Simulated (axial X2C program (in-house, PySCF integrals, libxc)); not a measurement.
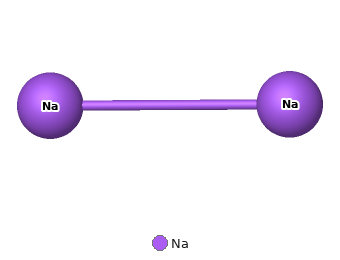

**Figure 1.** The molecule at the reference distance of 3.089 Å.

## Run report: Na₂, relativistic diatomic calculation

- system: Na₂, single determinant with Ω = 0.
- method: HF, two-component X2C with atomic mean-field Coulomb and Gaunt terms, Na dyall-cv3z (cores contracted) (axial X2C program (in-house, PySCF integrals, libxc))

Summary:

- outcome: converged
- bond length rₑ: 3.193 Å
- ωₑ: 155.9 cm⁻¹
- energy at the minimum: −324.10561 hartree
- depth below the fragments: −0.02 eV
- hardware: 1 thread of INTEL XEON PLATINUM @ 2.10GHz (Emerald Rapids), 24 GiB of memory available, shared host
- wall time: 0.75 s
- peak memory: 0.29 GiB

Remarks:

Hartree–Fock lacks correlation, so it usually binds too weakly.

The input:
```
{"zs": [11, 11], "q": 0, "bas": ["dyall-cv3z", "dyall-cv3z"], "levels": ["PBE0", "HF", "M06"], "cc": true, "r0": 3.1, "thr": -1.0, "nmax": 90, "npts": 10, "nst": 2, "ntry": 6}
```

The line is the task of a batch: nuclear charges, charge, bases, the levels to run, a first guess of the distance and further settings. This report covers HF with spin-orbit coupling. The log is that of the reference distance 3.089 Å.

Launched within a batch (the task file carries these settings):
```bash
python <driver script> task.json out
```

Log:
```
two-component X2C + atomic mean field  HF
basis functions 144  fitting functions 648  grid points 4370
iter        total energy     max residual
   1       -324.096030189     8.41e-02
   2       -324.105056145     4.87e-03
   3       -324.105370526     1.52e-03
   4       -324.105389550     6.71e-04
   5       -324.105391354     1.01e-04
   6       -324.105391462     2.89e-05
   7       -324.105391470     5.63e-06
   8       -324.105391470     1.03e-06
converged
one-electron -497.98721372  Coulomb 181.26465525  exact exchange -28.08134815  xc functional 0.00000000  nuclear repulsion 20.72853432  atomic mean-field constant -0.03001917
correlated 2  virtual 242  natural virtual 48  E(MP2) -0.018287874  MP2 remainder -0.000269447
iter   CCSD correlation   residual
   1     -0.022599809   1.30e-01
   2     -0.026573933   6.77e-02
   3     -0.026736383   1.13e-02
   4     -0.026818184   3.70e-03
   5     -0.026797900   1.06e-03
   6     -0.026798908   3.34e-04
   7     -0.026800063   9.19e-05
   8     -0.026799599   2.91e-05
   9     -0.026799589   1.10e-05
(T) 0.0  T1 0.0174  D1 0.0174  max T2 0.153
```

The points of the curve:

```csv
R (Å),E (hartree),"dipole (D; origin at the first atom, positive when the second is positive)",highest filled (eV),lowest empty (eV)
2.687,−324.099245,0.00,−4.71,0.14
2.811,−324.102214,0.00,−4.65,0.12
2.904,−324.103758,0.00,−4.61,0.10
2.996,−324.104795,0.00,−4.57,0.08
3.089,−324.105391,0.00,−4.53,0.05
3.197,−324.105606,0.00,−4.48,0.03
3.305,−324.105381,0.00,−4.43,0.00
3.444,−324.104562,0.00,−4.37,−0.04
3.614,−324.102929,0.00,−4.30,−0.09
3.861,−324.099676,0.00,−4.20,−0.16
```

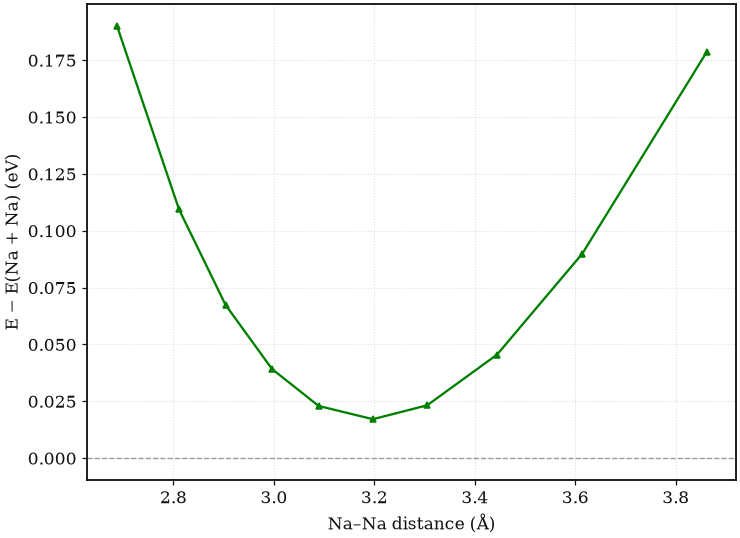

**Figure 2.** Energy at 10 bond lengths, for one set of occupations held fixed; the line joins the points. A polynomial of degree 6 through 9 points gives rₑ = 3.193 Å, ωₑ = 155.9 cm⁻¹, ωₑxₑ = 0.45 cm⁻¹ and Bₑ = 0.1439 cm⁻¹. The whole curve lies above Na + Na, so the molecule isn't bound against them at this level.

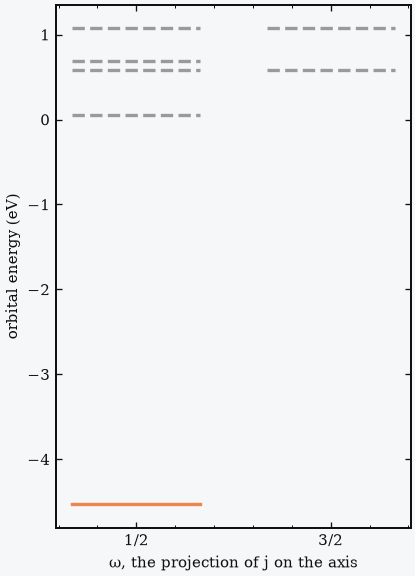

**Figure 3.** Orbital energies near the frontier at 3.09 Å, filled (solid) and empty (dashed); the Kramers partners at −ω are degenerate and not drawn. The highest filled spinor (1/2; 45 % Na s, 45 % Na s) lies at −4.53 eV, the lowest empty one (1/2; 40 % Na p, 40 % Na p) at 0.05 eV.
